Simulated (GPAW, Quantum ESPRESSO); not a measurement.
A computed O K-edge spectrum of one site in a crystal of Mo, Na and O, with its zero at a photon energy of about 526.2 eV (raw 535.1 eV, less 8.8 eV of added terms; LDA puts this hole about 4 eV below PBE, itself good to a few eV). Method: GPAW, LDA, excited-electron core hole (neutral cell) in a small cell, dipole transitions, broadening that rises with energy.

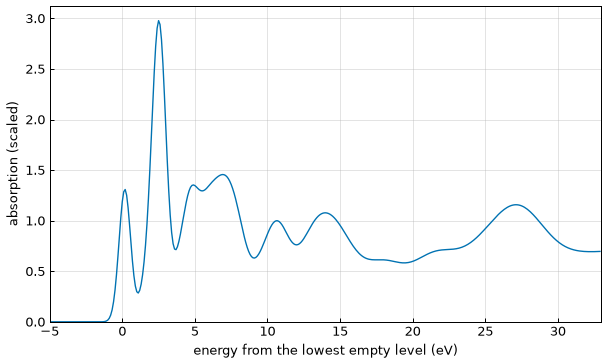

Energy from the lowest empty level; intensity scaled to a mean of 1 over the first 20 eV.

**Question.** Which coordination does this site have?

A K edge sees empty p states; the first features are O p mixed into the empty d states of the Mo neighbours, and the broad ones above probably into the cations' higher empty bands. It is atom 3 of NaMoO2 (R-3m), with 3 Mo at 2.15 Å and 3 Na at 2.42 Å (distorted octahedral, site symmetry 3m). Its main maxima below 24 eV lie at 0.2 eV (1.31), 2.5 eV (2.98), 6.9 eV (1.46), 10.6 eV (1.00) and 14.0 eV (1.08). A near-edge spectrum doesn't fix the structure by itself; it is matched against candidates. The primitive cell holds an odd number of electrons, so a spin-paired run has to come out metallic; that is right for a metal, but some such compounds are magnetic or distorted insulators. The holes are only 5.5 Å apart, so the shape is probably not converged with cell size; no larger cell was run here. The mesh is coarse (0.30 Å⁻¹ between points), so small maxima may be mesh ripples. Lifetime broadening is put in by hand, and intensities beyond about 20 eV depend on it and on the partial waves; weight that the partial waves miss at high energy is lost. The structure is a computed Materials Project entry and may be a hypothetical form.

[Hosts, paths, dates, database ids (printed as entryN), source tags and the programs' standing remarks are cut or masked in the printed files.]

[Lists of maxima count a maximum above −3 eV only where it reaches 4 % of the highest in the window and stands out from its surroundings by 2 % of it (1.5 % where it reaches 55 %); shoulders and weaker maxima are passed over, and of the rest the first, up to two pre-edge ones and the few strongest are named.]
